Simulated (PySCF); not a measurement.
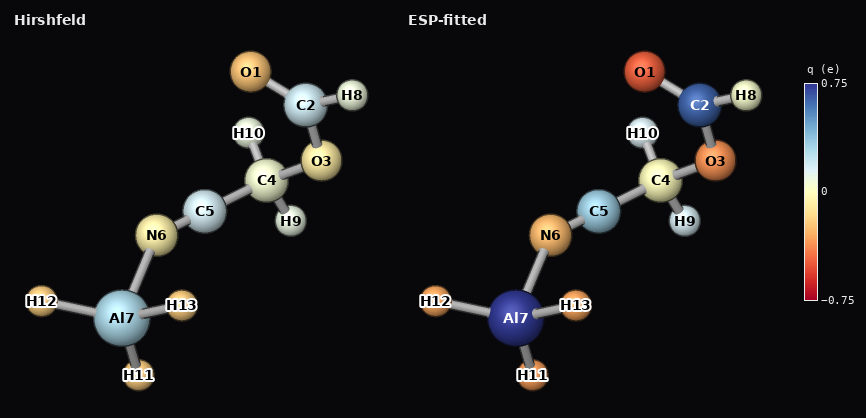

Atomic charges of one calculation by 2 schemes, on one colour scale. Computed geometry: GFN2-xTB optimisation. No frequency run is at hand to confirm it as a minimum. Level of theory: PBE0/pcSseg-1 (PySCF 2.14.0).

**Which scheme gives the most polar picture (largest mean size of the charges)?**

The ESP-fitted charges are the largest in size here.

**On which atom do the schemes disagree most?**

On C2 (from 0.19 to 0.63 e); Al7 (from 0.29 to 0.74 e).

List the charges (e), one line for each set of equivalent atoms.

| atom | Hirshfeld | ESP-fitted |
| --- | --- | --- |
| O1 | −0.23 | −0.48 |
| C2 | 0.19 | 0.63 |
| O3 | −0.09 | −0.36 |
| C4 | 0.05 | −0.01 |
| C5 | 0.18 | 0.33 |
| N6 | −0.06 | −0.25 |
| Al7 | 0.29 | 0.74 |
| H8 | 0.08 | 0.04 |
| H9 | 0.10 | 0.17 |
| H10 | 0.08 | 0.15 |
| H11 | −0.20 | −0.33 |
| H12 | −0.19 | −0.31 |
| H13 | −0.20 | −0.31 |

The geometry is semi-empirical. Around Al such bond lengths and angles can be off by a tenth of an ångström or more and by several degrees, and values that hang on the shape move with them.
